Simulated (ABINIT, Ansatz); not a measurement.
**A GW chain in ABINIT: Rb2LiAlF6 (Fm-3m)**

Wanted: ground state, empty states, screening and self-energy for Rb2LiAlF6 (Fm-3m).

Method: PBEsol and many-body steps on it, plane waves, in ABINIT 10.8.3.

## 1. Starting point

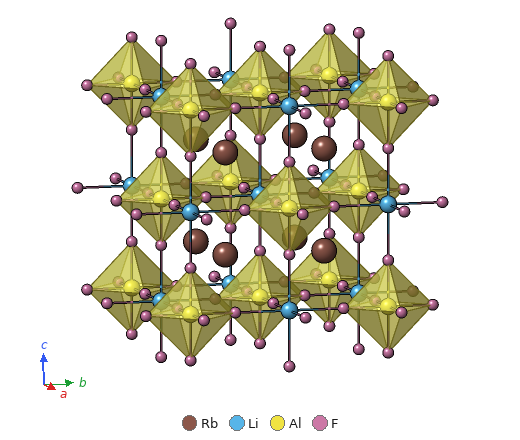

Start, viewed slightly off an axis; rubidium brown, lithium blue, aluminium yellow, fluorine pink. This picture shows the conventional cell, with its axes. Some periodic images of atoms are drawn too.

The cell and positions are those that the Materials Project relaxed with its own functionals (PBE, PBE+U or r2SCAN), kept fixed.

## 2. Ground state

This step: ABINIT 10.8.3; DFT, PBEsol, plane waves, norm-conserving pseudopotentials.

The ground-state density comes first.

run.abi

```
acell 3*1.0 Angstrom
rprim 
  0.000000000000 4.113943000000 4.113943000000
  4.113943000000 0.000000000000 4.113943000000
  4.113943000000 4.113943000000 -0.000000000000
ntypat 4
znucl 37 3 13 9
natom 10
typat 1 1 2 3 4 4 4 4 4 4
xred 
  0.750000000000 0.750000000000 0.750000000000
  0.250000000000 0.250000000000 0.250000000000
  0.500000000000 0.500000000000 0.500000000000
  0.000000000000 0.000000000000 0.000000000000
  0.774175000000 0.225825000000 0.225825000000
  0.225825000000 0.225825000000 0.774175000000
  0.225825000000 0.774175000000 0.774175000000
  0.225825000000 0.774175000000 0.225825000000
  0.774175000000 0.225825000000 0.774175000000
  0.774175000000 0.774175000000 0.225825000000
pp_dirpath "pseudos"
pseudos "Rb.upf, Li.upf, Al.upf, F.upf"
ecut 36
ngkpt 4 4 4
nshiftk 1
shiftk 0 0 0
kptopt 1
chksymbreak 0
nband 42
occopt 1
tolvrs 1e-10
nstep 60
prtwf 0
optforces 0
optstress 0
indata_prefix "in"
outdata_prefix "out"
tmpdata_prefix "tmp"
```

Started as:

```
$ OMP_NUM_THREADS=1 mpirun -n 4 abinit run.abi > log
```

Numbers of over 12 decimals in the logs are rounded to 6 here.

Log:

```text
.Version 10.8.3 of ABINIT. v10.8.2 released Aug 2026.

 Symmetries : space group Fm -3 m (#225); Bravais cF (face-center cubic)
================================================================================
 Values of the parameters that define the memory need of the present run
     intxc =       0    ionmov =       0      iscf =       7    lmnmax =       6
     lnmax =       6     mgfft =      60  mpssoang =       3    mqgrid =    3001
     natom =      10  nloc_mem =       1    nspden =       1   nspinor =       1
    nsppol =       1      nsym =      48    n1xccc =    2501    ntypat =       4
    occopt =       1   xclevel =       2
-    mband =          42        mffmem =           1         mkmem =           2
       mpw =        9700          nfft =      216000          nkpt =           8
================================================================================
  Rough estimation (10% accuracy) of disk space for files :
================================================================================

--------------------------------------------------------------------------------
------------- Echo of variables that govern the present computation ------------
--------------------------------------------------------------------------------
 -outvars: echo values of preprocessed input variables --------
            acell      1.8897261259E+00  1.8897261259E+00  1.8897261259E+00 Bohr

      chksymbreak           0
             ecut      3.60000000E+01 Hartree
-          fftalg         312

              ixc     -116133
              kpt      0.00000000E+00  0.00000000E+00  0.00000000E+00
                       2.50000000E-01  0.00000000E+00  0.00000000E+00
                       5.00000000E-01  0.00000000E+00  0.00000000E+00
                       2.50000000E-01  2.50000000E-01  0.00000000E+00
                       5.00000000E-01  2.50000000E-01  0.00000000E+00
                      -2.50000000E-01  2.50000000E-01  0.00000000E+00
                       5.00000000E-01  5.00000000E-01  0.00000000E+00
                      -2.50000000E-01  5.00000000E-01  2.50000000E-01
         kptrlatt        4    0    0      0    4    0      0    0    4
          kptrlen      4.39776609E+01
P           mkmem           2
            natom          10
            nband          42
            ngfft          60      60      60
             nkpt           8
            nstep          60
             nsym          48
           ntypat           4
              occ      2.000000  2.000000  2.000000  2.000000  2.000000  2.000000
                       2.000000  2.000000  2.000000  2.000000  2.000000  2.000000
                       2.000000  2.000000  2.000000  2.000000  2.000000  2.000000
                       2.000000  2.000000  2.000000  2.000000  2.000000  2.000000
                       2.000000  2.000000  2.000000  2.000000  2.000000  2.000000
                       2.000000  2.000000  2.000000  0.000000  0.000000  0.000000
                       0.000000  0.000000  0.000000  0.000000  0.000000  0.000000
        optforces           0
        optstress           0
            prtwf           0
            rprim      0.0000000000E+00  4.1139430000E+00  4.1139430000E+00
                       4.1139430000E+00  0.0000000000E+00  4.1139430000E+00
                       4.1139430000E+00  4.1139430000E+00 -0.0000000000E+00
          spgroup         225

           tolvrs      1.00000000E-10

             xred      7.5000000000E-01  7.5000000000E-01  7.5000000000E-01
                       2.5000000000E-01  2.5000000000E-01  2.5000000000E-01
[...]
znucl       37.00000    3.00000   13.00000    9.00000

================================================================================

 chkinp: Checking input parameters for consistency.

================================================================================
== DATASET  1 ==================================================================
-   mpi_nproc: 4, omp_nthreads: 1 (-1 if OMP is not activated)

--- !DatasetInfo
iteration_state: {dtset: 1, }
dimensions: {natom: 10, nkpt: 8, mband: 42, nsppol: 1, nspinor: 1, nspden: 1, mpw: 9700, }
cutoff_energies: {ecut:  36.0, pawecutdg:  -1.0, }
electrons: {nelect:   6.60000000E+01, charge:   0.00000000E+00, occopt:   1.00000000E+00, tsmear:   1.00000000E-02, }

 Real(R)+Recip(G) space primitive vectors, cartesian coordinates (Bohr,Bohr^-1):
 R(1)=  0.0000000  7.7742256  7.7742256  G(1)= -0.0643151  0.0643151  0.0643151
 R(2)=  7.7742256  0.0000000  7.7742256  G(2)=  0.0643151 -0.0643151  0.0643151
 R(3)=  7.7742256  7.7742256  0.0000000  G(3)=  0.0643151  0.0643151 -0.0643151
 Unit cell volume ucvol=  9.3972636E+02 bohr^3
 Angles (23,13,12)=  6.00000000E+01  6.00000000E+01  6.00000000E+01 degrees

 getcut: wavevector=  0.0000  0.0000  0.0000  ngfft=  60  60  60
         ecut(hartree)=     36.000   => boxcut(ratio)=   2.02052

--- Pseudopotential description ------------------------------------------------
- Rb Generated using ONCVPSP code by D. R. Hamann
- 37.00000   9.00000  180301                  znucl, zion, pspdat
12 -116133 2 -1 2280                          pspcod,pspxc,lmax,lloc,mmax
     nproj     2     2     2
  pspatm : epsatm=   34.48401057
         --- l  ekb(1:nproj) -->
[...]
pspatm: atomic psp has been read  and splines computed

[...]
-  9.00000   7.00000  180301                  znucl, zion, pspdat
12 -116133 2 -1 832                           pspcod,pspxc,lmax,lloc,mmax
     nproj     2     2     1
  pspatm : epsatm=    4.89824381
         --- l  ekb(1:nproj) -->
[...]
2   -2.394754
 pspatm: atomic psp has been read  and splines computed

   6.70898761E+03                                ecore*ucvol(ha*bohr**3)
--------------------------------------------------------------------------------

_setup2: Arith. and geom. avg. npw (full set) are    9689.922    9689.891

================================================================================

--- !BeginCycle
iteration_state: {dtset: 1, }
solver: {iscf: 7, nstep: 60, nline: 4, wfoptalg: 0, }
tolerances: {tolvrs: 1.00E-10, }

     iter   Etot(hartree)      deltaE(h)  residm     vres2
 ETOT  1  -211.09727303845    -2.111E+02 1.902E-01 8.915E+02
 ETOT  2  -211.40950350190    -3.122E-01 7.713E-03 4.113E+02
 ETOT  3  -211.56578165132    -1.563E-01 5.226E-03 4.293E+01
 ETOT  4  -211.57393474674    -8.153E-03 1.851E-03 6.983E-01
 ETOT  5  -211.57407251534    -1.378E-04 1.211E-03 6.888E-02
 ETOT  6  -211.57407778340    -5.268E-06 5.785E-04 6.215E-03
 ETOT  7  -211.57407817944    -3.960E-07 4.770E-04 3.485E-04
 ETOT  8  -211.57407819390    -1.446E-08 2.799E-04 1.461E-05
 ETOT  9  -211.57407819488    -9.786E-10 3.728E-04 2.706E-07
 ETOT 10  -211.57407819489    -9.067E-12 1.848E-04 9.277E-09
 ETOT 11  -211.57407819489    -8.782E-12 2.595E-04 1.861E-10
 ETOT 12  -211.57407819489     3.098E-12 1.192E-04 3.921E-12

 At SCF step   12       vres2   =  3.92E-12 < tolvrs=  1.00E-10 =>converged.

--- !ResultsGS
iteration_state: {dtset: 1, }
comment   : Summary of ground state results
lattice_vectors:
- [  0.0000000,   7.7742256,   7.7742256, ]
- [  7.7742256,   0.0000000,   7.7742256, ]
- [  7.7742256,   7.7742256,  -0.0000000, ]
lattice_lengths: [  10.99442,   10.99442,   10.99442, ]
lattice_angles: [ 60.000,  60.000,  60.000, ] # degrees, (23, 13, 12)
lattice_volume:   9.3972636E+02
convergence: {deltae:  3.098E-12, res2:  3.921E-12, residm:  1.192E-04, diffor:  0.000E+00, }
etotal    :  -2.11574078E+02
entropy   :   0.00000000E+00
fermie    :  -3.60484813E-02
cartesian_stress_tensor: null
pressure_GPa: null
xred      :
- [  7.5000E-01,   7.5000E-01,   7.5000E-01, Rb]
- [  2.5000E-01,   2.5000E-01,   2.5000E-01, Rb]
- [  5.0000E-01,   5.0000E-01,   5.0000E-01, Li]
- [  0.0000E+00,   0.0000E+00,   0.0000E+00, Al]
- [  7.7417E-01,   2.2582E-01,   2.2582E-01,  F]
- [  2.2582E-01,   2.2582E-01,   7.7417E-01,  F]
- [  2.2582E-01,   7.7417E-01,   7.7417E-01,  F]
- [  2.2582E-01,   7.7417E-01,   2.2582E-01,  F]
- [  7.7417E-01,   2.2582E-01,   7.7417E-01,  F]
- [  7.7417E-01,   7.7417E-01,   2.2582E-01,  F]
cartesian_forces: null
force_length_stats: {min: null, max: null, mean: null, }

 Integrated electronic density in atomic spheres:
 ------------------------------------------------
 Atom  Sphere_radius  Integrated_density
[...]
================================================================================

 ----iterations are completed or convergence reached----

 Mean square residual over all n,k,spin=   13.703E-07; max=  11.921E-05
 reduced coordinates (array xred) for   10 atoms
[...]
0.225825000000      0.225825000000      0.774175000000
       0.225825000000      0.774175000000      0.774175000000
       0.225825000000      0.774175000000      0.225825000000
       0.774175000000      0.225825000000      0.774175000000
       0.774175000000      0.774175000000      0.225825000000
 rms dE/dt=  0.0000E+00; max dE/dt=  0.0000E+00; dE/dt below (all hartree)
    1       0.000000000000      0.000000000000      0.000000000000
    2       0.000000000000      0.000000000000      0.000000000000
    3       0.000000000000      0.000000000000      0.000000000000
    4       0.000000000000      0.000000000000      0.000000000000
    5       0.000000000000      0.000000000000      0.000000000000
    6       0.000000000000      0.000000000000      0.000000000000
    7       0.000000000000      0.000000000000      0.000000000000
    8       0.000000000000      0.000000000000      0.000000000000
    9       0.000000000000      0.000000000000      0.000000000000
   10       0.000000000000      0.000000000000      0.000000000000

 cartesian coordinates (angstrom) at end:
[...]
6      4.113943     4.113943     1.858062
    7      6.369824     4.113943     4.113943
    8      4.113943     1.858062     4.113943
    9      4.113943     6.369824     4.113943
   10      4.113943     4.113943     6.369824
 length scales=  1.889726125908  1.889726125908  1.889726125908 bohr
              =  1.000000000000  1.000000000000  1.000000000000 angstroms
 prteigrs : about to open file out_EIG
 Fermi (or HOMO) energy (hartree) =  -0.03605   Average Vxc (hartree)=  -0.35408
 Eigenvalues (hartree) for nkpt=   8  k points:
 kpt#   1, nband= 42, wtk=  0.01563, kpt=  0.0000  0.0000  0.0000 (reduced coord)
  -1.57006   -0.84891   -0.84225   -0.77361   -0.75596   -0.75596   -0.75596   -0.74626
  -0.74626   -0.27875   -0.27875   -0.27875   -0.26518   -0.26518   -0.26518   -0.19495
  -0.13157   -0.13157   -0.13157   -0.08494   -0.08494   -0.08494   -0.08081   -0.08081
  -0.05976   -0.05976   -0.05976   -0.04810   -0.04810   -0.04810   -0.03605   -0.03605
  -0.03605    0.22508    0.32164    0.32164    0.32164    0.32176    0.32176    0.42263
   0.42263    0.42269
 prteigrs : prtvol=0 or 1, do not print more k-points.

--- !EnergyTerms
iteration_state     : {dtset: 1, }
comment             : Components of total free energy in Hartree
kinetic             :  1.17727441197179E+02
hartree             :  5.68946982304036E+01
xc                  : -4.95432527870371E+01
Ewald energy        : -1.41329349451324E+02
psp_core            :  7.13929917549991E+00
local_psp           : -1.80204598963749E+02
non_local_psp       : -2.22583155958631E+01
total_energy        : -2.11574078194891E+02
total_energy_eV     : -5.75722396139857E+03
band_energy         : -2.18550731180380E+01

== END DATASET(S) ==============================================================
================================================================================

 -outvars: echo values of variables after computation  --------
           etotal     -2.1157407819E+02
            nband          42
             nkpt           8
          spgroup         225
 [... the other variables as echoed above ...]

 Calculation completed.
```

Wall time 54 s (4 MPI ranks of Arm Neoverse V1, shared host); peak memory 0.49 GiB.

Numbers from this step:

| Property | Result |
| --- | --- |
| total energy | -5757.2240 eV |
| gap | 7.106 eV |
| k of the valence top | 0, 0, 0 |
| k of the conduction bottom | 0, 0, 0 |
| least direct gap | 7.106 eV |

The gap is direct, at Γ.

[end of part 1 of 3]

[Paths, hosts, dates, memory and timing lines, banners, echoed tables and standing remarks are left out of the program output.]

[Logs are printed without paths, hosts, clocks, repeated set-up lines and the standing remarks that a program may print on its own settings, such as how far it seeks lower states.]

[Runs of the session that timed out or met a known fault of the program may be left out.]

[Hosts, paths, dates, database ids (printed as entryN), source tags and the programs' standing remarks are cut or masked in the printed files.]

[G0W0 gaps are taken among the corrected bands and points alone; a level outside them can change the order at an edge.]

[Where Ansatz stands beside ABINIT at settings called matched, ABINIT's density can come from a denser mesh and the files from another edition; pairs whose starting gaps differed by over 0.03 eV were left out, so agreement reads better than it is.]
